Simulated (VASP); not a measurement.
## NbCd3 with and without spin-orbit coupling

What does spin-orbit coupling change in NbCd3, and what does it cost? All runs use LDA. Left out of this account: 1 further run (self-consistent run: a reference on another mesh). The start is a cell from a database of measured crystal structures.

Method: LDA; plane waves and PAW (Nb_sv, Cd), in the first sound run; inputs show where later runs differ, in VASP 6.6.1.

**1. The structure**

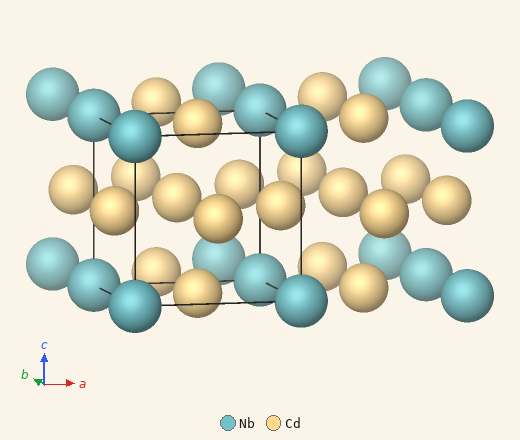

The starting structure, seen slightly off an axis (niobium teal, cadmium orange). 2×2×1 cells are drawn. Some periodic images of atoms are drawn too.

Coordinates:

```cif
data_structure
_symmetry_space_group_name_H-M 'P 1'
_symmetry_Int_Tables_number 1
_cell_length_a 4.2150
_cell_length_b 4.2150
_cell_length_c 4.2150
_cell_angle_alpha 90.000
_cell_angle_beta 90.000
_cell_angle_gamma 90.000
_cell_volume 74.88
loop_
_atom_site_label
_atom_site_type_symbol
_atom_site_fract_x
_atom_site_fract_y
_atom_site_fract_z
_atom_site_occupancy
Nb1 Nb 0.00000 0.00000 0.00000 1
Cd2 Cd 0.00000 0.50000 0.50000 1
Cd3 Cd 0.50000 0.00000 0.50000 1
Cd4 Cd 0.50000 0.50000 0.00000 1
```

**2. Band structure (LDA)**

Levels along the symmetry lines show where the bands peak and cross; KPOINTS_OPT computes them in the converged potential. LDA, the lowest rung, knows the local density alone.

Contents of INCAR:

```
SYSTEM = NbCd3
PREC = Accurate
ENCUT = 400
EDIFF = 1E-06
NELM = 100
ISMEAR = -1
SIGMA = 0.05
LREAL = .FALSE.
ALGO = Normal
GGA = CA
NBANDS = 38
LASPH = .TRUE.
LORBIT = 11
LWAVE = .FALSE.
LCHARG = .FALSE.
KPAR = 4
```

Contents of POSCAR:

```
NbCd3
1.0
    4.2150000000      0.0000000000      0.0000000000
    0.0000000000      4.2150000000      0.0000000000
    0.0000000000      0.0000000000      4.2150000000
Nb Cd
1 3
Direct
    0.0000000000      0.0000000000      0.0000000000
    0.0000000000      0.5000000000      0.5000000000
    0.5000000000      0.0000000000      0.5000000000
    0.5000000000      0.5000000000      0.0000000000
```

Contents of KPOINTS:

```
Automatic mesh
0
Gamma
6 6 6
0 0 0
```

Contents of KPOINTS_OPT:

```
Line mode
16
Line-mode
Reciprocal
  0.00000000   0.00000000   0.00000000 GAMMA
  0.00000000   0.50000000   0.00000000 X

  0.00000000   0.50000000   0.00000000 X
  0.50000000   0.50000000   0.00000000 M

  0.50000000   0.50000000   0.00000000 M
  0.00000000   0.00000000   0.00000000 GAMMA

  0.00000000   0.00000000   0.00000000 GAMMA
  0.50000000   0.50000000   0.50000000 R

  0.50000000   0.50000000   0.50000000 R
  0.00000000   0.50000000   0.00000000 X

  0.50000000   0.50000000   0.00000000 M
  0.50000000   0.50000000   0.50000000 R
```

The projector-augmented-wave data sets are Nb_sv and Cd (LDA family, release 64).

Run with:

```bash
$ mpirun -np 4 vasp_std
```

What it wrote:

```text
[banner, memory and clock lines left out]
running    4 mpi-ranks, on    1 nodes
 distrk:  each k-point on    1 cores,    4 groups
 distr:  one band on    1 cores,    1 groups

 POSCAR found type information on POSCAR NbCd
 POSCAR found :  2 types and       4 ions
 LDA part: xc-table for (Slater(with rela. corr.)+CA(PZ))
 , standard interpolation
 POSCAR, INCAR and KPOINTS ok, starting setup
 FFT: planning ... GRIDC
 FFT: planning ... GRID_SOFT
 FFT: planning ... GRID
 WAVECAR not read
 entering main loop
       N       E                     dE             d eps       ncg     rms          rms(c)
DAV:   1     0.419067241592E+03    0.41907E+03   -0.21570E+04  1520   0.109E+03
DAV:   2     0.130835542774E+00   -0.41894E+03   -0.39946E+03  1644   0.389E+02
DAV:   3    -0.157799905230E+02   -0.15911E+02   -0.15559E+02  2070   0.796E+01
DAV:   4    -0.163419160641E+02   -0.56193E+00   -0.55607E+00  2268   0.116E+01
DAV:   5    -0.163499666829E+02   -0.80506E-02   -0.80494E-02  1924   0.128E+00    0.101E+01
DAV:   6    -0.155941904281E+02    0.75578E+00   -0.13342E+00  2046   0.989E+00    0.632E+00
DAV:   7    -0.154933201899E+02    0.10087E+00   -0.17563E-01  1770   0.283E+00    0.385E+00
DAV:   8    -0.154721907020E+02    0.21129E-01   -0.53441E-02  2074   0.184E+00    0.643E-01
DAV:   9    -0.154695446244E+02    0.26461E-02   -0.54580E-03  1984   0.575E-01    0.187E-01
DAV:  10    -0.154694812512E+02    0.63373E-04   -0.75380E-04  1862   0.178E-01    0.585E-02
DAV:  11    -0.154694738218E+02    0.74293E-05   -0.40014E-05  1866   0.491E-02    0.198E-02
DAV:  12    -0.154694733585E+02    0.46332E-06   -0.41652E-06  1910   0.130E-02
   1 F= -.15469473E+02 E0= -.15459375E+02  d E =-.201960E-01
 Start KPOINTS_OPT (optional k-point list driver)
k-point batch [1-20\96]
       N       E                     dE             ncg
DAV:   1     0.202146142174E+04   -0.93776E+04     1520
DAV:   2    -0.627697586512E+04   -0.82984E+04     1656
DAV:   3    -0.660118450269E+04   -0.32421E+03     2046
DAV:   4    -0.661160912924E+04   -0.10425E+02     2278
DAV:   5    -0.661179098101E+04   -0.18185E+00     1886
DAV:   6    -0.661180049668E+04   -0.95157E-02     2214
DAV:   7    -0.661180060757E+04   -0.11089E-03     1716
DAV:   8    -0.661180061028E+04   -0.27132E-05     1492
DAV:   9    -0.661180061040E+04   -0.11977E-06     1078
[...]
k-point batch [81-96\96]
       N       E                     dE             ncg
DAV:   1     0.547638454685E+04   -0.21448E+05     1216
DAV:   2    -0.121836477092E+04   -0.66947E+04     1310
DAV:   3    -0.146807295334E+04   -0.24971E+03     1738
DAV:   4    -0.147443942134E+04   -0.63665E+01     1708
DAV:   5    -0.147454020793E+04   -0.10079E+00     1580
DAV:   6    -0.147454196117E+04   -0.17532E-02     1690
DAV:   7    -0.147454198925E+04   -0.28076E-04     1490
DAV:   8    -0.147454198955E+04   -0.29940E-06     1068
```

The job ended after 12 s (4 MPI ranks of AMD EPYC 9R45, shared host; peak memory 0.65 GiB).

Lines that name or quote the potential files are left out of all logs, and their timing lines are given in words.

From OUTCAR (step 2):

```text
ion  position               nearest neighbor table
   1  0.000  0.000  0.000-   2 2.98   3 2.98   4 2.98   2 2.98   3 2.98   2 2.98   4 2.98   2 2.98
                             3 2.98   4 2.98   3 2.98   4 2.98
   2  0.000  0.500  0.500-   1 2.98   3 2.98   4 2.98   1 2.98   4 2.98   1 2.98   3 2.98   1 2.98
                             3 2.98   4 2.98   4 2.98   3 2.98
   3  0.500  0.000  0.500-   1 2.98   2 2.98   4 2.98   1 2.98   4 2.98   2 2.98   4 2.98   4 2.98
                             1 2.98   2 2.98   1 2.98   2 2.98
   4  0.500  0.500  0.000-   1 2.98   2 2.98   3 2.98   2 2.98   3 2.98   1 2.98   3 2.98   3 2.98
                             1 2.98   2 2.98   2 2.98   1 2.98

  LATTYP: Found a simple cubic cell.
 ALAT       =     4.2150000000

 Subroutine GETGRP returns: Found 48 space group operations
 (whereof 48 operations were pure point group operations)

The static configuration has the point symmetry O_h .

 Found     20 irreducible k-points:

   k-points           NKPTS =     20   k-points in BZ     NKDIM =     20   number of bands    NBANDS=     38

   dimension x,y,z NGX =    28 NGY =   28 NGZ =   28
   dimension x,y,z NGXF=    56 NGYF=   56 NGZF=   56

   ENCUT  =  400.0 eV  29.40 Ry    5.42 a.u.   6.87  6.87  6.87*2*pi/ulx,y,z

   NELECT =      49.0000    total number of electrons

 k-points in reciprocal lattice and weights: Automatic mesh
   0.00000000  0.00000000  0.00000000       0.005
   0.16666667  0.00000000  0.00000000       0.028
   0.33333333  0.00000000  0.00000000       0.028
   0.50000000  0.00000000  0.00000000       0.014
   0.16666667  0.16666667  0.00000000       0.056
   0.33333333  0.16666667  0.00000000       0.111
   0.50000000  0.16666667  0.00000000       0.056
   0.33333333  0.33333333  0.00000000       0.056
   0.50000000  0.33333333  0.00000000       0.056
[...]
0.50000000  0.50000000  0.33333333       0.028
   0.50000000  0.50000000  0.50000000       0.005

 average (electrostatic) potential at core
       1 -83.4202       2 -37.3381       3 -37.3381       4 -37.3381

 E-fermi :   5.0765

 k-point     1 :       0.0000    0.0000    0.0000
  band No.  band energies     occupation
    ...
     18      -2.4567      2.00000
     19      -2.4567      2.00000
     20      -2.4567      2.00000
     21       4.1151      2.00000
     22       4.1151      2.00000
     23       5.2512      0.05891
     24       5.2512      0.05891
     25       5.2512      0.05891
     26       6.3526      0.00000
     27       6.3526      0.00000
    ...

 k-point     2 :       0.1667    0.0000    0.0000
  band No.  band energies     occupation
    ...
     20      -2.4566      2.00000
     21       2.8449      2.00000
     22       4.1421      2.00000
     23       4.8592      1.97440
     24       4.8592      1.97440
     25       5.5651      0.00011
     26       6.3313      0.00000
     27       6.9518      0.00000
     28       6.9518      0.00000
     29       9.9116      0.00000
    ...

 k-point     3 :       0.3333    0.0000    0.0000
  band No.  band energies     occupation
    ...
     20      -2.4310      2.00000
     21       0.8124      2.00000
     22       4.2068      2.00000
     23       4.3528      2.00000
     24       4.3528      2.00000
     25       5.9058      0.00000
     26       6.2892      0.00000
     27       8.1761      0.00000
     28       8.1761      0.00000
     29       8.7097      0.00000
    ...

  Total       -1.2016197     -1.2016197     -1.2016197     -0.0000000      0.0000000     -0.0000000
  in kB      -25.7089828    -25.7089828    -25.7089828     -0.0000000      0.0000000     -0.0000000
  external PRESSURE =     -25.7089828 kB  Pullay stress =       0.0000000 kB

  energy-cutoff  :      400.00
  volume of cell :       74.88
      direct lattice vectors                 reciprocal lattice vectors
     4.215000000  0.000000000  0.000000000     0.237247924  0.000000000  0.000000000
     0.000000000  4.215000000  0.000000000     0.000000000  0.237247924  0.000000000
     0.000000000  0.000000000  4.215000000     0.000000000  0.000000000  0.237247924

 POSITION                                       TOTAL-FORCE (eV/Angst)
 -----------------------------------------------------------------------------------
      0.00000      0.00000      0.00000         0.000000      0.000000      0.000000
      0.00000      2.10750      2.10750         0.000000      0.000000      0.000000
      2.10750      0.00000      2.10750         0.000000      0.000000      0.000000
      2.10750      2.10750      0.00000         0.000000      0.000000      0.000000
 -----------------------------------------------------------------------------------
    total drift:                                0.000000      0.000000      0.000000

  FREE ENERGIE OF THE ION-ELECTRON SYSTEM (eV)
  ---------------------------------------------------
  free  energy   TOTEN  =       -15.4694733585 eV

  energy  without entropy=      -15.4492773518  energy(sigma->0) =      -15.45937536

 total charge
# of ion       s       p       d       tot
------------------------------------------
    1        2.125   5.967   2.494  10.586
    2        0.562   0.429   9.455  10.445
    3        0.562   0.429   9.455  10.445
    4        0.562   0.429   9.455  10.445
--------------------------------------------------
tot          3.809   7.255  30.858  41.923

[... 3 further parts left out ...]
```

This run has no spin polarisation. Its electron count is odd, so without a moment it is a metal by construction. The k-mesh is coarse for a metal. Spin-orbit coupling is off here; it would split degenerate levels. At this level the cell is under a tension of 2.6 GPa, so at these settings it is away from equilibrium.

Numbers from this step:

- SCF cycles: 12
- electrons: 49
- bands: 38
- irreducible k-points: 20
- symmetry operations: 48
- free energy (TOTEN): -15.47 eV
- energy at zero smearing: -15.46 eV
- Fermi energy: 5.077 eV
- pressure: -2.571 GPa
- metallic: yes

Electronic bands along the path, in eV, zero at the Fermi level; # counts the bands kept:

```
    point    #16    #17    #18    #19    #20    #21   #22   #23
        Γ  -0.96  -0.96   0.17   0.17   0.17   1.28  1.28  1.28
        X  -5.97  -0.93  -0.93  -0.83   1.01   1.19  3.16  4.25
        M  -3.22  -3.22  -3.20  -0.35  -0.35   1.10  1.82  2.18
        Γ  -0.96  -0.96   0.17   0.17   0.17   1.28  1.28  1.28
        R  -2.45  -2.45  -2.42  -1.21  -1.21  -1.21  1.50  1.50
        X  -5.97  -0.93  -0.93  -0.83   1.01   1.19  3.16  4.25
jump to M  -3.22  -3.22  -3.20  -0.35  -0.35   1.10  1.82  2.18
        R  -2.45  -2.45  -2.42  -1.21  -1.21  -1.21  1.50  1.50
```

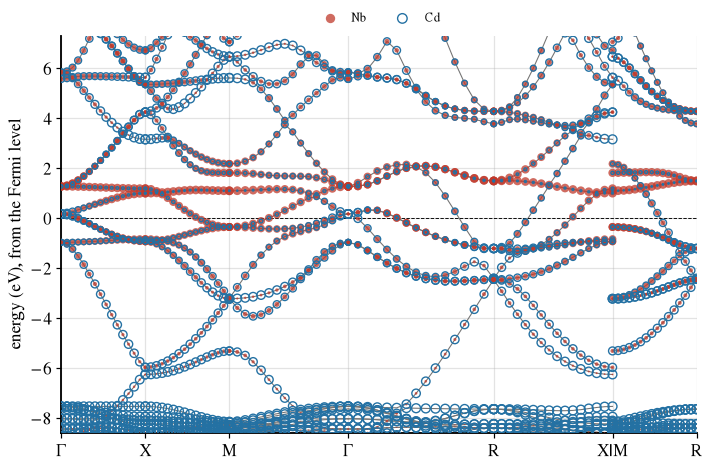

Electronic bands along the path; dots are coloured as in the legend, and their area grows with the weight.

There is no gap at this level.

**3. Bands along the symmetry lines (LDA + SOC)**

This step: LDA, spin-orbit coupling; plane waves and PAW (Nb_sv, Cd) (VASP 6.6.1).

Levels along the symmetry lines show where the bands peak and cross; KPOINTS_OPT computes them in the converged potential. Spin-orbit coupling needs spinors and the noncollinear program, where each band holds one electron.

INCAR: that of step 2 with these lines changed.

```diff
@@ -10,4 +10,9 @@
 GGA = CA
-NBANDS = 38
+LNONCOLLINEAR = .TRUE.
+MAGMOM = 0 0 0 0 0 0 0 0 0 0 0 0
+NBANDS = 60
+GGA_COMPAT = .FALSE.
 LASPH = .TRUE.
+LSORBIT = .TRUE.
+LMAXMIX = 4
 LORBIT = 11
```

POSCAR is that of step 2.

KPOINTS is that of step 2.

KPOINTS_OPT is that of step 2.

Run with:

```bash
$ mpirun -np 4 vasp_ncl
```

What it wrote:

```text
[... set-up lines as in an earlier step ...]
 entering main loop
       N       E                     dE             d eps       ncg     rms          rms(c)
DAV:   1     0.444594331984E+03    0.44459E+03   -0.22807E+04  2400   0.141E+03
DAV:   2     0.726519932870E+01   -0.43733E+03   -0.42533E+03  2620   0.494E+02
DAV:   3    -0.151649307086E+02   -0.22430E+02   -0.21741E+02  3368   0.106E+02
DAV:   4    -0.164888422917E+02   -0.13239E+01   -0.13066E+01  4012   0.207E+01
DAV:   5    -0.165465377038E+02   -0.57695E-01   -0.57612E-01  3524   0.322E+00    0.108E+01
DAV:   6    -0.157874157684E+02    0.75912E+00   -0.19634E+00  3152   0.126E+01    0.675E+00
DAV:   7    -0.156861910119E+02    0.10122E+00   -0.28186E-01  3024   0.378E+00    0.406E+00
DAV:   8    -0.156656062893E+02    0.20585E-01   -0.71255E-02  3088   0.242E+00    0.762E-01
DAV:   9    -0.156640506106E+02    0.15557E-02   -0.50116E-03  3736   0.577E-01    0.274E-01
DAV:  10    -0.156640047258E+02    0.45885E-04   -0.45283E-04  3344   0.141E-01    0.138E-01
DAV:  11    -0.156639791214E+02    0.25604E-04   -0.10768E-04  3024   0.802E-02    0.258E-02
DAV:  12    -0.156639790859E+02    0.35545E-07   -0.13698E-05  2720   0.338E-02    0.555E-03
DAV:  13    -0.156639790669E+02    0.18974E-07   -0.20635E-06  2328   0.142E-02
   1 F= -.15663979E+02 E0= -.15653885E+02  d E =-.201878E-01  mag=     0.0000     0.0000     0.0000
 Start KPOINTS_OPT (optional k-point list driver)
k-point batch [1-20\96]
       N       E                     dE             ncg
DAV:   1     0.273106370642E+04   -0.62717E+04     2400
DAV:   2    -0.603947786981E+04   -0.87705E+04     2560
DAV:   3    -0.653090595400E+04   -0.49143E+03     3428
DAV:   4    -0.655773693499E+04   -0.26831E+02     3864
DAV:   5    -0.655930554981E+04   -0.15686E+01     3592
DAV:   6    -0.655933105568E+04   -0.25506E-01     3680
DAV:   7    -0.655933187527E+04   -0.81959E-03     3240
DAV:   8    -0.655933193753E+04   -0.62256E-04     2824
DAV:   9    -0.655933194125E+04   -0.37234E-05     1940
DAV:  10    -0.655933194161E+04   -0.36034E-06     1600
[...]
k-point batch [81-96\96]
       N       E                     dE             ncg
DAV:   1     0.558052953186E+04   -0.20956E+05     1928
DAV:   2    -0.145291781310E+04   -0.70334E+04     2124
DAV:   3    -0.179102542815E+04   -0.33811E+03     2632
DAV:   4    -0.180934498728E+04   -0.18320E+02     3288
DAV:   5    -0.180984657215E+04   -0.50158E+00     2724
DAV:   6    -0.180985767461E+04   -0.11102E-01     3080
DAV:   7    -0.180985782478E+04   -0.15017E-03     2716
DAV:   8    -0.180985782988E+04   -0.51016E-05     2280
DAV:   9    -0.180985783018E+04   -0.30059E-06     1576
```

Run time: 51 s. Hardware: 4 MPI ranks; peak memory 1.2 GiB.

Parts of OUTCAR (step 3):

```text
The static configuration has the point symmetry O_h .

 Found     20 irreducible k-points:

   k-points           NKPTS =     20   k-points in BZ     NKDIM =     20   number of bands    NBANDS=     60

   NELECT =      49.0000    total number of electrons

 E-fermi :   5.0705

 k-point     1 :       0.0000    0.0000    0.0000
  band No.  band energies     occupation
    ...
     40      -2.3158      1.00000
     41       4.1163      1.00000
     42       4.1163      1.00000
     43       4.1163      1.00000
     44       4.1163      1.00000
     45       5.2086      0.05940
     46       5.2086      0.05940
     47       5.2086      0.05940
     48       5.2086      0.05940
     49       5.2989      0.01028
    ...

 k-point     2 :       0.1667    0.0000    0.0000
  band No.  band energies     occupation
    ...
     44       4.1424      1.00000
     45       4.8208      0.99327
     46       4.8208      0.99327
     47       4.8804      0.97818
     48       4.8804      0.97818
     49       5.5571      0.00006
     50       5.5571      0.00006
     51       6.3275      0.00000
     52       6.3275      0.00000
     53       6.9098      0.00000
    ...

  Total       -1.2326859     -1.2326859     -1.2326859      0.0000000      0.0000000     -0.0000000
  in kB      -26.3736524    -26.3736524    -26.3736524      0.0000000      0.0000000     -0.0000000
  external PRESSURE =     -26.3736524 kB  Pullay stress =       0.0000000 kB

  FREE ENERGIE OF THE ION-ELECTRON SYSTEM (eV)
  ---------------------------------------------------
  free  energy   TOTEN  =       -15.6639790669 eV

  energy  without entropy=      -15.6437912359  energy(sigma->0) =      -15.65388515

 Spin-Orbit-Coupling matrix elements
 Ion:    1  E_soc:     -0.1843095
 Ion:    2  E_soc:     -0.0685299
 Ion:    3  E_soc:     -0.0685299
 Ion:    4  E_soc:     -0.0685299

 total charge
# of ion       s       p       d       tot
------------------------------------------
    1        2.125   5.968   2.493  10.586
    2        0.561   0.430   9.455  10.446
    3        0.561   0.430   9.455  10.446
    4        0.561   0.430   9.455  10.446
--------------------------------------------------
tot          3.808   7.259  30.858  41.925

 magnetization (x)
# of ion       s       p       d       tot
------------------------------------------
    1       -0.000  -0.000  -0.000  -0.000
    2        0.000   0.000  -0.000   0.000
    3        0.000   0.000  -0.000  -0.000
    4        0.000  -0.000   0.000   0.000
--------------------------------------------------
tot          0.000  -0.000  -0.000  -0.000

 magnetization (y)
# of ion       s       p       d       tot
------------------------------------------
    1       -0.000  -0.000  -0.000  -0.000
    2        0.000   0.000   0.000   0.000
    3        0.000   0.000  -0.000   0.000
    4       -0.000  -0.000  -0.000  -0.000
--------------------------------------------------
tot         -0.000   0.000  -0.000  -0.000

 magnetization (z)
# of ion       s       p       d       tot
------------------------------------------
    1        0.000  -0.000  -0.000  -0.000
    2        0.000   0.000  -0.000   0.000
    3       -0.000   0.000   0.000  -0.000
    4       -0.000  -0.000  -0.000  -0.000
--------------------------------------------------
tot          0.000   0.000  -0.000  -0.000

[... 8 parts as in an earlier step ...]

[... 5 further parts left out ...]
```

Numbers from this step:

```
SCF cycles              : 13
bands                   : 60
free energy (TOTEN)     : -15.66 eV
energy at zero smearing : -15.65 eV
Fermi energy            : 5.071 eV
pressure                : -2.637 GPa
```

On-site spin-orbit energy by atom:

```
atom  on-site spin-orbit energy (eV)
 Nb1                          -0.184
 Cd2                          -0.069
 Cd3                          -0.069
 Cd4                          -0.069
```

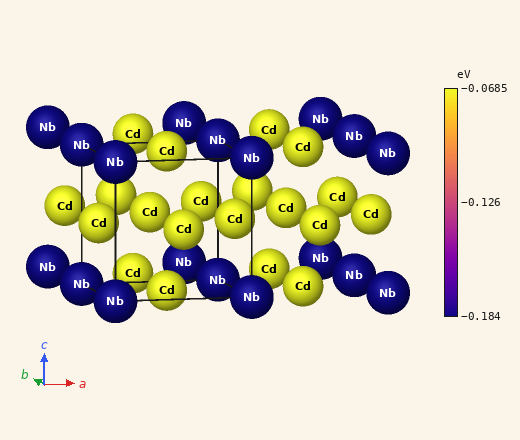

Atoms coloured by on-site spin-orbit energy. 2×2×1 cells are drawn. Some periodic images of atoms are drawn too.

Electronic bands along the path, in eV, zero at the Fermi level; # counts the bands kept:

```csv
point,#29,#30,#31,#32,#33,#34,#35,#36
Γ,0.14,0.14,0.14,0.14,0.23,0.23,1.25,1.25
X,-0.90,-0.90,-0.82,-0.82,1.01,1.01,1.20,1.20
M,-3.19,-3.19,-0.36,-0.36,-0.33,-0.33,1.10,1.10
Γ,0.14,0.14,0.14,0.14,0.23,0.23,1.25,1.25
R,-2.42,-2.42,-1.22,-1.22,-1.22,-1.22,-1.19,-1.19
X,-0.90,-0.90,-0.82,-0.82,1.01,1.01,1.20,1.20
jump to M,-3.19,-3.19,-0.36,-0.36,-0.33,-0.33,1.10,1.10
R,-2.42,-2.42,-1.22,-1.22,-1.22,-1.22,-1.19,-1.19
```

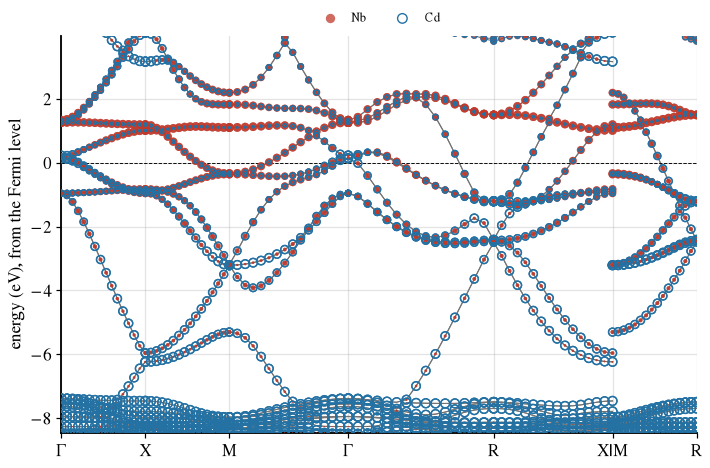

Electronic bands along the path; dots are coloured as in the legend, and their area grows with the weight.

There is no gap at this level. Without the coupling there was no gap either. The run took 4.2 times the core time, with 60 spinor bands against 38.

(Continued in part 2 of 3.)

[Lines on the potential files, build, host, timing and source positions are cut from VASP's logs without a mark.]

[Logs are printed without paths, hosts, clocks, repeated set-up lines and the standing remarks that a program may print on its own settings, such as how far it seeks lower states.]

[Hosts, paths, dates, database ids (printed as entryN), source tags and the programs' standing remarks are cut or masked in the printed files.]

[A measured line is paired with the nearest computed mode of its activity, which favours agreement.]

[Band numbers marked # count the bands kept; VASP's own numbers are higher by 5 or 16.]
